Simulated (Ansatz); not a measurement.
H$_{3}$OSeSi (SMILES [O-][SiH2][SeH]) (charge −1)

Input file:

```
crystal:
  periodic: [false, false, false]
  atoms:
    - { symbol: O, position_ang: [-1.00269, -1.40781, -0.42704] }
    - { symbol: Si, position_ang: [-0.62388, 0.05967, -0.51443] }
    - { symbol: Se, position_ang: [1.31742, 0.50588, 1.29271] }
    - { symbol: H, position_ang: [0.19724, 0.57899, -1.60808] }
    - { symbol: H, position_ang: [-1.47215, 1.12755, 0.01132] }
    - { symbol: H, position_ang: [1.90255, 1.35905, 0.35442] }
total_charge: -1
basis:
  gaussian: { orbitals: def2-SVP }
hamiltonian:
  xc: pbe0
relax:
  f_tol: 0.015
  max_steps: 40
output:
  orbitals: {}
```

Command:

```sh
ansatz run input.yaml --threads 1 --pin off --max-ram 2048MiB --backend cpu --events-out ev --progress --plain --runs-dir out
```

The fields are those of the relaxed geometry.

Method: RKS PBE0/def2-SVP in Ansatz 0.2.0.

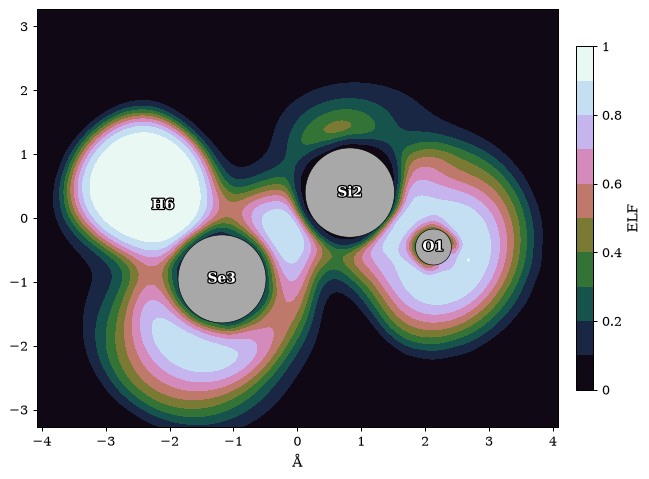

Figure 1. ELF on the plane of atoms Si2, Se3 and H6. Grey discs cover the atomic cores.

**Describe what can be read from this map.**

The plane passes through O, Si, Se and H nuclei. Si–O (1.56 Å): the ELF peaks at about 0.85 between the atoms (a polar covalent bond). Si–Se (2.41 Å): the ELF peaks at about 0.90 between the atoms; a shared electron pair. Se–H (1.48 Å): the ELF climbs to about 1 towards the hydrogen, as it does in any bond to H. The ELF also peaks beside Se3 and O1, away from the bonds: lone-pair regions.

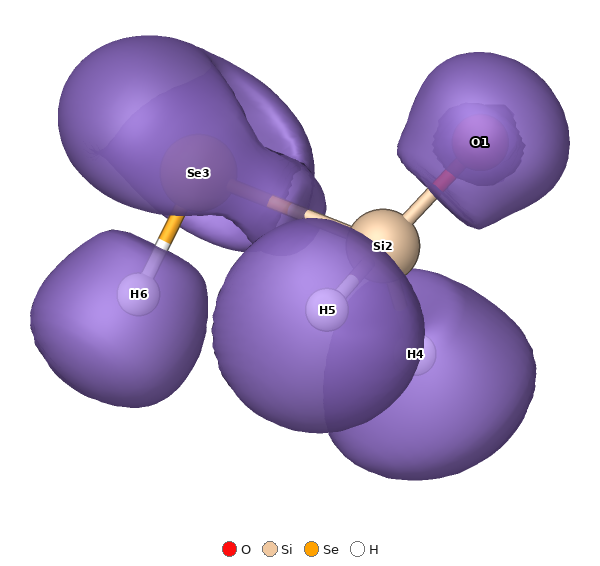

Figure 2. Isosurface of the electron localisation function at 0.75 (purple), seen at a tilt. Only the valence region is drawn (cores and ρ < 0.01 e/Å³ removed).

**Describe the localisation domains.**

At this value the surface marks out three regions around hydrogen nuclei, one region on Se in which the atom's valence shell and bonds are merged and one region wrapped around O (its lone pairs, merged into a ring or cap).

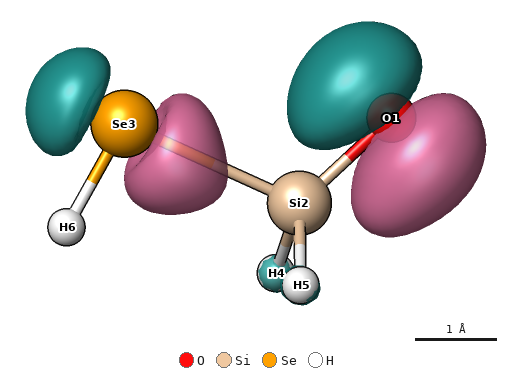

Figure 3. The HOMO−1 at ±0.15 Å⁻³ᐟ² (teal and pink are the two phases), seen across its widest extent.

**What is the character of this orbital?**

By Hirshfeld shares it lies mainly on O1 (about 65 %) and Se3 (about 20 %). Its energy is −1.53 eV.
